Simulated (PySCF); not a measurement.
Input file:

```
mol = gto.M(atom='''
La     0.00000     0.00000    -0.31132
O     -0.00000     0.00000     1.91985
C     -0.00000     0.00000     3.18059
H      0.96798    -0.00000     3.72801
H     -0.96798     0.00000     3.72801''',
    basis={'La': 'def2-SVP', 'O': 'def2-SVP', 'C': 'def2-SVP', 'H': 'def2-SVP'},
    ecp={'La': 'def2-SVP'},
    charge=3, spin=0)
mf = dft.RKS(mol, xc='PBE0')
mf.grids.atom_grid = (75, 302)  # f atoms: at least (60, 302), unpruned
mf = mf.density_fit()  # La def2-universal-JKFIT, O def2-universal-JKFIT, C def2-universal-JKFIT, H def2-universal-JKFIT
mf.conv_tol = 1e-09; mf.max_cycle = 55
mf.kernel(dm0)
```

Launched as:

```sh
OMP_NUM_THREADS=2 python run.py
```

Core potentials replace the inner electrons of La.

Level of theory: RKS PBE0, La def2-SVP with ECP46, O def2-SVP, C def2-SVP, H def2-SVP; non-relativistic Hamiltonian with scalar-relativistic core potentials where named; density fitting (PySCF 2.14.0).

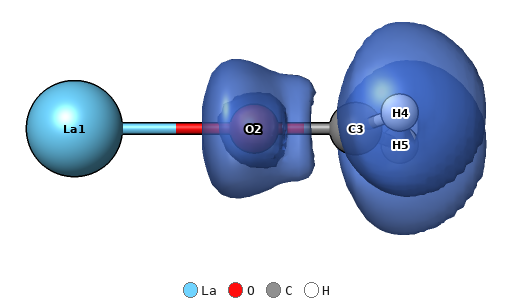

CH$_{2}$LaO (charge +3). Isosurface of the ELF at 0.75 (blue), seen from one side. Only the valence region is drawn (cores and ρ < 0.01 e/Å³ removed).

**Identify the bonds, lone pairs and shells in this picture.**

The ELF exceeds this value in one region on O in which the atom's valence shell and bonds are merged and one joined region spread over several atoms (C, H), in which their bonds and any lone pairs are merged.

Values along the shortest contacts:
C–O (1.26 Å): the ELF peaks at about 0.85 between the atoms: a polar covalent bond. La–O (2.23 Å): the ELF is about 0.20 at the midpoint; an ionic contact with no shared pair.
